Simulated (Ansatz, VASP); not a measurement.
**Cross-check of SiC between VASP and Ansatz**

Aim: how closely do two programs agree when they are given the same cell, functional and k mesh? The cell is taken from a series of VASP runs on this material, whose earlier steps may have relaxed, scaled or displaced it; both programs get it as it stands. Valence electrons are named where the data sets of a main pair hold unlike numbers.

Method: plane waves, with VASP 6.6.1 beside it; band structure at PBE, band structure at r2SCAN and band structure at LDA, in Ansatz 0.2.0.

### 1. The starting structure

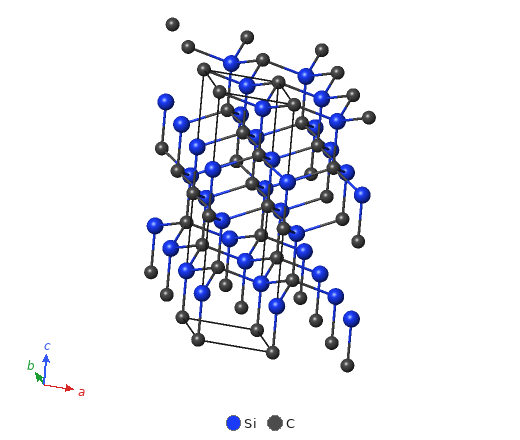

The starting structure, seen slightly off an axis (silicon blue, carbon dark grey). 2×3×1 cells are drawn. Bonds to atoms that aren't drawn are left out. Some periodic images of atoms are drawn too.

As a file:

```cif
data_structure
_symmetry_space_group_name_H-M 'P 1'
_symmetry_Int_Tables_number 1
_cell_length_a 3.0757
_cell_length_b 3.0757
_cell_length_c 10.0706
_cell_angle_alpha 90.000
_cell_angle_beta 90.000
_cell_angle_gamma 120.000
_cell_volume 82.50
loop_
_atom_site_label
_atom_site_type_symbol
_atom_site_fract_x
_atom_site_fract_y
_atom_site_fract_z
_atom_site_occupancy
Si1 Si 0.00000 0.00000 0.18789 1
Si2 Si 0.00000 0.00000 0.68789 1
Si3 Si 0.33333 0.66667 0.43784 1
Si4 Si 0.66667 0.33333 0.93784 1
C5 C 0.00000 0.00000 0.00046 1
C6 C 0.00000 0.00000 0.50046 1
C7 C 0.33333 0.66667 0.24980 1
C8 C 0.66667 0.33333 0.74980 1
```

### 2. Ansatz: band structure, PBE

Ansatz runs on its default PAW (the set named soft_2) files.

The same path points are solved in both programs, so levels can be compared one by one.

File input.yaml:

```yaml
crystal:
  lattice:
    - [3.0756941497, 0.0, 0.0]
    - [-1.5378470748, 2.6636292679, 0.0]
    - [0.0, 0.0, 10.07064648]
  atoms:
    - { symbol: Si, position: [0.0, 0.0, 0.18789438] }
    - { symbol: Si, position: [0.0, 0.0, 0.68789438] }
    - { symbol: Si, position: [0.3333333333, 0.6666666667, 0.43784198] }
    - { symbol: Si, position: [0.6666666667, 0.3333333333, 0.93784198] }
    - { symbol: C, position: [0.0, 0.0, 0.00046005] }
    - { symbol: C, position: [0.0, 0.0, 0.50046005] }
    - { symbol: C, position: [0.3333333333, 0.6666666667, 0.24980259] }
    - { symbol: C, position: [0.6666666667, 0.3333333333, 0.74980259] }
hamiltonian:
  xc: pbe
  pseudopotentials: { kind: paw }
kpoints:
  mp_grid: { grid: [8, 8, 2] }
  band_path:
    path:
      - [0.0, 0.0, 0.0]
      - [0.14286, 0.0, 0.0]
      - [0.28571, 0.0, 0.0]
      - [0.5, 0.0, 0.0]
      - [0.47619, 0.04762, 0.0]
      - [0.40476, 0.19048, 0.0]
      - [0.35714, 0.28571, 0.0]
      - [0.28571, 0.28571, 0.0]
      - [0.19048, 0.19048, 0.0]
      - [0.04762, 0.04762, 0.0]
      - [0.0, 0.0, 0.0]
      - [0.0, 0.0, 0.14286]
      - [0.0, 0.0, 0.35714]
      - [0.0, 0.0, 0.5]
      - [0.14286, 0.0, 0.5]
      - [0.28571, 0.0, 0.5]
      - [0.5, 0.0, 0.5]
      - [0.47619, 0.04762, 0.5]
      - [0.40476, 0.19048, 0.5]
      - [0.35714, 0.28571, 0.5]
      - [0.33333, 0.33333, 0.5]
      - [0.19048, 0.19048, 0.5]
      - [0.09524, 0.09524, 0.5]
      - [0.5, 0.0, 0.5]
      - [0.5, 0.0, 0.35714]
      - [0.5, 0.0, 0.14286]
      - [0.5, 0.0, 0.0]
      - [0.33333, 0.33333, 0.14286]
      - [0.33333, 0.33333, 0.28571]
      - [0.33333, 0.33333, 0.5]
    npoints: 1
scf:
  occupations: { method: gaussian, width: 0.03 }
  n_extra_bands: 10
output:
  forces: true
  stress: true
  eigenvalues: true
```

Command:

```console
$ ansatz run input.yaml --threads 4 --pin off --max-ram 9216MiB --backend cpu --events-out ev --progress --plain --runs-dir out
```

Numbers of over 12 decimals in the logs are rounded to 6 here.

The log of the run:

```text
scf.n_extra_bands = 10 over 16 filled bands (N_el = 32.0): the run solves 26 bands
Engine: ansatz 0.2.0, aarch64-unknown-linux-gnu
Pseudopotentials: kind: paw
Pseudopotential: Si, paw, valence charge 4, recommended cutoff 420 eV (normal), Si.paw.azcp
Pseudopotential: C, paw, valence charge 4, recommended cutoff 420 eV (normal), C.paw.azcp
Functional definition: PBE
  parameter kappa = 0.804
  parameter beta = 0.066725
  exchange = pbe_x(kappa = kappa, mu = beta*pi^2/3)
  correlation = pbe_c(beta = beta)
Crystal: 8 atoms, lattice volume = 82.504 Å³
Basis set: ecut = 420 eV, 1605 PW (Γ), exchange–correlation on 48×48×144 points (8 copies of the dense FFT grid, shifted against one another)
Bands: 26, of which v1, the nominal top of the filled ones, is band 16 counted from 1 (15 counted from 0)
Symmetry: 12 space group operations
Space group: P63mc (ITA 186), of the structure as read, at distance tolerance 4.4e-5 Å
k-points: 20 of 128
Non-local potential: Si, projectors of the file, l = 0: 2, l = 1: 2, l = 2: 2
Non-local potential: C, projectors of the file, l = 0: 2, l = 1: 2, l = 2: 1
PAW form: soft (Blöchl's): semilocal exchange-correlation on the pseudo side does not see the compensation charge
PAW one-centre angular grid: Si, 110 points (default); XC on 64 Gauss nodes
PAW one-centre angular grid: C, 110 points (default); XC on 64 Gauss nodes
Initial density: superposition of atomic densities (neutral atoms: chi_scale 0, normalization atom), corrected by the library's trained network
Initial wavefunctions: pseudopotential atomic-orbital guess
Functional: x = pbe(κ = 0.804, μ = 0.219515), c = pbe(β = 0.066725)
SCF iter   1: F=—  HF=-3548.625473 eV  |F-HF|=—  |Δ(HF+E_count)|=         —  Δρ=2.68e-3  dr2=6.30e-3  ethr=1.77e-3  ⟨swp⟩=6.1  Hψ=2830  notcnv=0  defer=7
preconditioner: auto → none  [insulator: Δε(μ)=2.199 eV  Ē_g=12.494 eV  σ=0.030 eV  W_gap=1.00  n_scr=6 (ndim 8)  ℏωp=23.1 eV  f_vac=0.000  D(μ)=0.00/eV (n_scr^D=0)  ε∞_Penn≈4.4]
SCF iter   2: F=—  HF=-3548.625299 eV  |F-HF|=—  |Δ(HF+E_count)|=   1.74e-4  Δρ=7.51e-4  dr2=2.57e-4  ethr=1.97e-5  ⟨swp⟩=2.4  Hψ=995  notcnv=0  defer=61
SCF iter   3: F=—  HF=-3548.625512 eV  |F-HF|=—  |Δ(HF+E_count)|=   2.13e-4  Δρ=2.76e-4  dr2=2.68e-5  ethr=8.03e-7  ⟨swp⟩=2.2  Hψ=756  notcnv=0  defer=61
SCF iter   4: F=—  HF=-3548.625473 eV  |F-HF|=—  |Δ(HF+E_count)|=   3.96e-5  Δρ=2.69e-5  dr2=4.61e-7  ethr=8.39e-8  ⟨swp⟩=2.1  Hψ=725  notcnv=0  defer=61
SCF iter   5: F=—  HF=-3548.625473 eV  |F-HF|=—  |Δ(HF+E_count)|=   6.05e-7  Δρ=8.33e-6  dr2=1.64e-7  ethr=1.44e-9  ⟨swp⟩=2.0  Hψ=742  notcnv=0  defer=61
SCF iter   6: F=-3548.625473 eV  HF=-3548.625473 eV  |F-HF|=2.02e-9  |Δ(HF+E_count)|=   1.74e-8  Δρ=2.51e-6  dr2=4.94e-9  ethr=3.13e-10  ⟨swp⟩=9.2  Hψ=2313  notcnv=0
SCF 1 converged in 6 iterations: F = -3548.625473 eV  dr2 = 4.94e-9
  greatest PAW one-centre occupation: 0.646 electrons in one spin orbital (limit 2), on the C atom at site 6 (counted from 0), in its partial waves of l = 0
NSCF: frozen V_eff on 30 k-points
SCF converged after 6 iterations
Free energy (F): -3548.625473 eV
Harris-Foulkes:  -3548.625473 eV  (|F-HF|=2.02e-9)
Internal energy: -3548.625473 eV  (E = F + TS)
E sigma→0 (E₀):  -3548.625473 eV
Fermi energy:    10.701418 eV
--- Per-component energies (eV) ---
  E_band       = 115.795699
  E_kinetic    = 543.634319
  E_local      = -418.493103  (includes V_loc(G=0)·N_el)
  E_nonlocal   = 207.498778
  E_hartree    = 128.954826
  E_xc         = -422.295719
  E_vxc        = -437.852692  (∫ρ·V_xc dr)
  E_paw        = -2448.403321  (= ΣΔE_a)
  E_vpaw       = -36.901262  (= ΣTr[D̂ρ^β])
  E_aug_tail   = 0.000057  (compensation charges beyond the density's cutoff)
  E_ewald      = -1139.521310
  E_smearing   = -0.000000  (= −TS)
  E_closure    = -0.000000  (closes the sum)
  Σ components = -3548.625473   (vs F -3548.625473, Δ=0.00e0)
--- Forces (eV/Å), atoms counted from 1 ---
  atom   1  Si     0.00000000    -0.00000000     0.00225709
  atom   2  Si    -0.00000000     0.00000000     0.00225709
  atom   3  Si    -0.00000000     0.00000000    -0.00372156
  atom   4  Si     0.00000000     0.00000000    -0.00372156
  atom   5  C     -0.00000000     0.00000000    -0.00225065
  atom   6  C      0.00000000    -0.00000000    -0.00225065
  atom   7  C     -0.00000000     0.00000000     0.00371918
  atom   8  C      0.00000000    -0.00000000     0.00371918
  max |Σ_I F_I| component: 8.12e-6 eV/Å
--- Stress (GPa, compression-positive) ---
        3.965803       0.000000       0.000000
        0.000000       3.965803      -0.000000
        0.000000      -0.000000       3.830804
  P = ⅓ Tr σ = 3.9208 GPa (39.208 kbar)
--- Band table (eV; the first three rows and the last of 20) ---
  k-point 0: bands = [... 12 lower, 9.0047, 9.5359, 9.5883, 9.5883, 14.6984, 15.2772, 15.8904, 15.9223, ... 6 higher]
  k-point 1: bands = [... 12 lower, 9.3819, 9.3819, 9.3819, 9.3819, 14.9069, 14.9069, 16.3649, 16.3649, ... 6 higher]
  k-point 2: bands = [... 12 lower, 8.6433, 8.6451, 9.3524, 9.4589, 14.8546, 15.5183, 15.6120, 16.2847, ... 6 higher]
  k-point 19: bands = [... 12 lower, 6.5496, 6.5496, 7.3654, 7.3654, 12.9715, 12.9715, 15.9886, 15.9886, ... 6 higher]
```

The job ended after 2 s (4 threads of Arm Neoverse V1, shared host; peak memory 0.35 GiB).

Reading the cycles: dr2 is the Hartree energy of the density residual (eV), the measure of convergence; HF is the Harris–Foulkes estimate of the energy, which meets the free energy F at convergence.

### 3. VASP: band structure, PBE

The same cell, functional, mesh and smearing now go to VASP, with its own data sets.

Lines of VASP's logs that name or quote its potential files are left out, and so is its time.

File INCAR:

```
SYSTEM = SiC
PREC = Accurate
ENCUT = 460
EDIFF = 1E-06
NELM = 100
ISMEAR = 0
SIGMA = 0.03
LREAL = .FALSE.
ALGO = Normal
GGA = PE
NBANDS = 36
LORBIT = 11
LWAVE = .FALSE.
LCHARG = .FALSE.
KPAR = 8
LASPH = .TRUE.
```

File POSCAR:

```
SiC
1.0
    3.0756941497      0.0000000000      0.0000000000
   -1.5378470748      2.6636292679      0.0000000000
    0.0000000000      0.0000000000     10.0706464800
Si C
4 4
Direct
    0.0000000000      0.0000000000      0.1878943800
    0.0000000000      0.0000000000      0.6878943800
    0.3333333333      0.6666666667      0.4378419800
    0.6666666667      0.3333333333      0.9378419800
    0.0000000000      0.0000000000      0.0004600500
    0.0000000000      0.0000000000      0.5004600500
    0.3333333333      0.6666666667      0.2498025900
    0.6666666667      0.3333333333      0.7498025900
```

File KPOINTS:

```
Automatic mesh
0
Gamma
8 8 2
0 0 0
```

File KPOINTS_OPT:

```
Line mode
8
Line-mode
Reciprocal
  0.00000000   0.00000000   0.00000000 GAMMA
  0.50000000   0.00000000   0.00000000 M

  0.50000000   0.00000000   0.00000000 M
  0.33333333   0.33333333   0.00000000 K

  0.33333333   0.33333333   0.00000000 K
  0.00000000   0.00000000   0.00000000 GAMMA

  0.00000000   0.00000000   0.00000000 GAMMA
  0.00000000   0.00000000   0.50000000 A

  0.00000000   0.00000000   0.50000000 A
  0.50000000   0.00000000   0.50000000 L

  0.50000000   0.00000000   0.50000000 L
  0.33333333   0.33333333   0.50000000 H

  0.33333333   0.33333333   0.50000000 H
  0.00000000   0.00000000   0.50000000 A

  0.50000000   0.00000000   0.50000000 L
  0.50000000   0.00000000   0.00000000 M

  0.33333333   0.33333333   0.00000000 K
  0.33333333   0.33333333   0.50000000 H
```

The projector-augmented-wave data sets are Si and C (PBE family, release 64).

Command:

```console
$ mpirun -np 8 vasp_std
```

The log of the run:

```text
[banner, memory and clock lines left out]
running    8 mpi-ranks, on    1 nodes
 distrk:  each k-point on    1 cores,    8 groups
 distr:  one band on    1 cores,    1 groups

 POSCAR found type information on POSCAR SiC
 POSCAR found :  2 types and       8 ions
|                                                                             |
|           W    W    AA    RRRRR   N    N  II  N    N   GGGG   !!!           |
|           W    W   A  A   R    R  NN   N  II  NN   N  G    G  !!!           |
|           W    W  A    A  R    R  N N  N  II  N N  N  G       !!!           |
|           W WW W  AAAAAA  RRRRR   N  N N  II  N  N N  G  GGG   !            |
|           WW  WW  A    A  R   R   N   NN  II  N   NN  G    G                |
|           W    W  A    A  R    R  N    N  II  N    N   GGGG   !!!           |
|                                                                             |
|     For optimal performance we recommend to set                             |
|       NCORE = 2 up to number-of-cores-per-socket                            |
|     NCORE specifies how many cores store one orbital (NPAR=cpu/NCORE).      |
|     This setting can greatly improve the performance of VASP for DFT.       |
|     The default, NCORE=1 might be grossly inefficient on modern             |
|     multi-core architectures or massively parallel machines. Do your        |
|     Unfortunately you need to use the default for GW and RPA                |
|     calculations (for HF NCORE is supported but not extensively tested      |
|     yet).                                                                   |
|                                                                             |

 LDA part: xc-table for (Slater+PW92), standard interpolation
 POSCAR, INCAR and KPOINTS ok, starting setup
 FFT: planning ... GRIDC
 FFT: planning ... GRID_SOFT
 FFT: planning ... GRID
 WAVECAR not read
 entering main loop
       N       E                     dE             d eps       ncg     rms          rms(c)
DAV:   1     0.461835137641E+02    0.46184E+02   -0.12708E+04  1440   0.729E+02
DAV:   2    -0.624386418167E+02   -0.10862E+03   -0.10184E+03  1800   0.151E+02
DAV:   3    -0.676451244991E+02   -0.52065E+01   -0.51506E+01  1808   0.280E+01
DAV:   4    -0.676852939127E+02   -0.40169E-01   -0.40148E-01  1688   0.294E+00
DAV:   5    -0.676856114840E+02   -0.31757E-03   -0.31756E-03  1760   0.254E-01    0.177E+01
DAV:   6    -0.604016121736E+02    0.72840E+01   -0.10050E+01  1624   0.139E+01    0.802E+00
DAV:   7    -0.602721824333E+02    0.12943E+00   -0.21897E+00  1776   0.581E+00    0.349E+00
DAV:   8    -0.602383841061E+02    0.33798E-01   -0.78215E-02  1648   0.119E+00    0.111E+00
DAV:   9    -0.602350474373E+02    0.33367E-02   -0.13467E-02  1676   0.553E-01    0.155E-01
DAV:  10    -0.602356323676E+02   -0.58493E-03   -0.17740E-03  1732   0.157E-01    0.823E-02
DAV:  11    -0.602357503257E+02   -0.11796E-03   -0.16699E-04  1604   0.620E-02    0.204E-02
DAV:  12    -0.602357505196E+02   -0.19389E-06   -0.11411E-05  1624   0.139E-02    0.111E-02
DAV:  13    -0.602357518194E+02   -0.12999E-05   -0.17698E-06  1576   0.579E-03    0.277E-03
DAV:  14    -0.602357517629E+02    0.56555E-07   -0.35736E-07   824   0.246E-03
   1 F= -.60235752E+02 E0= -.60235752E+02  d E =-.104557E-14
 Start KPOINTS_OPT (optional k-point list driver)
k-point batch [1-20\72]
       N       E                     dE             ncg
DAV:   1     0.349168742197E+04   -0.15190E+05     1440
DAV:   2     0.148452939699E+04   -0.20072E+04     1772
DAV:   3     0.139400696275E+04   -0.90522E+02     1896
DAV:   4     0.139333299107E+04   -0.67397E+00     1776
DAV:   5     0.139332763814E+04   -0.53529E-02     1816
DAV:   6     0.139332757886E+04   -0.59278E-04     1832
DAV:   7     0.139332757818E+04   -0.68646E-06     1524
[...]
k-point batch [61-72\72]
       N       E                     dE             ncg
DAV:   1     0.741813410349E+04   -0.13156E+05      864
DAV:   2     0.631138887533E+04   -0.11067E+04     1052
DAV:   3     0.626614479567E+04   -0.45244E+02     1192
DAV:   4     0.626582826461E+04   -0.31653E+00     1068
DAV:   5     0.626582577778E+04   -0.24868E-02     1048
DAV:   6     0.626582575173E+04   -0.26045E-04     1112
DAV:   7     0.626582575147E+04   -0.26654E-06      876
```

OUTCAR, selected parts (step 3):

```text
ion  position               nearest neighbor table
   1  0.000  0.000  0.188-   7 1.88   7 1.88   7 1.88   5 1.89   3 3.08   3 3.08   3 3.08   4 3.08
                             4 3.08   4 3.08
   2  0.000  0.000  0.688-   8 1.88   8 1.88   8 1.88   6 1.89   4 3.08   4 3.08   4 3.08   3 3.08
                             3 3.08   3 3.08
   3  0.333  0.667  0.438-   6 1.88   6 1.88   6 1.88   7 1.89   1 3.08   1 3.08   1 3.08   2 3.08
                             2 3.08   2 3.08
   4  0.667  0.333  0.938-   5 1.88   5 1.88   5 1.88   8 1.89   2 3.08   2 3.08   2 3.08   1 3.08
                             1 3.08   1 3.08
   5  0.000  0.000  0.000-   4 1.88   4 1.88   4 1.88   1 1.89
   6  0.000  0.000  0.500-   3 1.88   3 1.88   3 1.88   2 1.89
   7  0.333  0.667  0.250-   1 1.88   1 1.88   1 1.88   3 1.89
   8  0.667  0.333  0.750-   2 1.88   2 1.88   2 1.88   4 1.89

  LATTYP: Found a hexagonal cell.
 ALAT       =     3.0756941497
 C/A-ratio  =     3.2742678530

 Subroutine GETGRP returns: Found 12 space group operations
 (whereof  6 operations were pure point group operations)

The static configuration has the point symmetry C_3v.
 The point group associated with its full space group is C_6v.

 Found     20 irreducible k-points:

   k-points           NKPTS =     20   k-points in BZ     NKDIM =     20   number of bands    NBANDS=     36

   dimension x,y,z NGX =    24 NGY =   24 NGZ =   70
   dimension x,y,z NGXF=    48 NGYF=   48 NGZF=  140

   ENCUT  =  460.0 eV  33.81 Ry    5.81 a.u.   5.38  5.38 17.61*2*pi/ulx,y,z

   NELECT =      32.0000    total number of electrons

 k-points in reciprocal lattice and weights: Automatic mesh
   0.00000000  0.00000000  0.00000000       0.008
   0.12500000  0.00000000  0.00000000       0.047
   0.25000000  0.00000000  0.00000000       0.047
   0.37500000  0.00000000  0.00000000       0.047
   0.50000000  0.00000000  0.00000000       0.023
   0.12500000  0.12500000  0.00000000       0.047
   0.25000000  0.12500000  0.00000000       0.094
   0.37500000  0.12500000  0.00000000       0.094
   0.25000000  0.25000000  0.00000000       0.047
[...]
0.25000000  0.25000000  0.50000000       0.047
   0.37500000  0.25000000  0.50000000       0.047

 average (electrostatic) potential at core
       1 -80.3106       2 -80.3106       3 -80.3542       4 -80.3542       5 -44.7688
       6 -44.7688       7 -44.7069       8 -44.7069

 E-fermi :   8.3653

 k-point     1 :       0.0000    0.0000    0.0000
  band No.  band energies     occupation
    ...
     12       7.6280      2.00000
     13       7.6280      2.00000
     14       8.1582      2.00000
     15       8.2115      2.00000
     16       8.2115      2.00000
     17      13.3273      0.00000
     18      13.9064      0.00000
     19      14.5320      0.00000
     20      14.5509      0.00000
     21      15.2023      0.00000
    ...

 k-point     2 :       0.1250    0.0000    0.0000
  band No.  band energies     occupation
    ...
     12       7.1876      2.00000
     13       7.2668      2.00000
     14       7.2684      2.00000
     15       7.9747      2.00000
     16       8.0821      2.00000
     17      13.4787      0.00000
     18      14.1432      0.00000
     19      14.2371      0.00000
     20      14.9152      0.00000
     21      15.1670      0.00000
    ...

 k-point     3 :       0.2500    0.0000    0.0000
  band No.  band energies     occupation
    ...
     12       5.7628      2.00000
     13       6.5460      2.00000
     14       6.5859      2.00000
     15       7.3781      2.00000
     16       7.6643      2.00000
     17      12.0039      0.00000
     18      12.5125      0.00000
     19      13.2948      0.00000
     20      14.3461      0.00000
     21      14.9415      0.00000
    ...

  Total        1.9549085      1.9549085      1.8915054      0.0000000      0.0000000      0.0000000
  in kB       37.9631940     37.9631940     36.7319413      0.0000000      0.0000000      0.0000000
  external PRESSURE =      37.5527764 kB  Pullay stress =       0.0000000 kB

  energy-cutoff  :      460.00
  volume of cell :       82.50
      direct lattice vectors                 reciprocal lattice vectors
     3.075694150  0.000000000  0.000000000     0.325129857  0.187713811  0.000000000
    -1.537847075  2.663629268  0.000000000     0.000000000  0.375427621  0.000000000
     0.000000000  0.000000000 10.070646480     0.000000000  0.000000000  0.099298491

 POSITION                                       TOTAL-FORCE (eV/Angst)
 -----------------------------------------------------------------------------------
      0.00000      0.00000      1.89222        -0.000000      0.000000      0.000975
      0.00000      0.00000      6.92754         0.000000      0.000000      0.000975
     -0.00000      1.77575      4.40935         0.000000     -0.000000     -0.002577
      1.53785      0.88788      9.44468        -0.000000      0.000000     -0.002577
      0.00000      0.00000      0.00463         0.000000      0.000000     -0.001796
      0.00000      0.00000      5.03996        -0.000000     -0.000000     -0.001796
     -0.00000      1.77575      2.51567         0.000000     -0.000000      0.003397
      1.53785      0.88788      7.55100        -0.000000      0.000000      0.003397
 -----------------------------------------------------------------------------------
    total drift:                               -0.000000     -0.000000     -0.000035

  FREE ENERGIE OF THE ION-ELECTRON SYSTEM (eV)
  ---------------------------------------------------
  free  energy   TOTEN  =       -60.2357517629 eV

  energy  without entropy=      -60.2357517629  energy(sigma->0) =      -60.23575176

 total charge
# of ion       s       p       d       tot
------------------------------------------
    1        0.708   0.971   0.000   1.680
    2        0.708   0.971   0.000   1.680
    3        0.708   0.973   0.000   1.681
    4        0.708   0.973   0.000   1.681
    5        0.840   1.712   0.000   2.551
    6        0.840   1.712   0.000   2.551
    7        0.840   1.714   0.000   2.554
    8        0.840   1.714   0.000   2.554
--------------------------------------------------
tot          6.191  10.740   0.000  16.931

[... 3 further parts left out ...]
```

The run ends at a pressure of 3.76 GPa, with forces up to 0.0034 eV/Å.

(Part 1 of 3 ends here.)

[Lines on the potential files, build, host, timing and source positions are cut from VASP's logs without a mark.]

[Logs are printed without paths, hosts, clocks, repeated set-up lines and the standing remarks that a program may print on its own settings, such as how far it seeks lower states.]

[Hosts, paths, dates, database ids (printed as entryN), source tags and the programs' standing remarks are cut or masked in the printed files.]
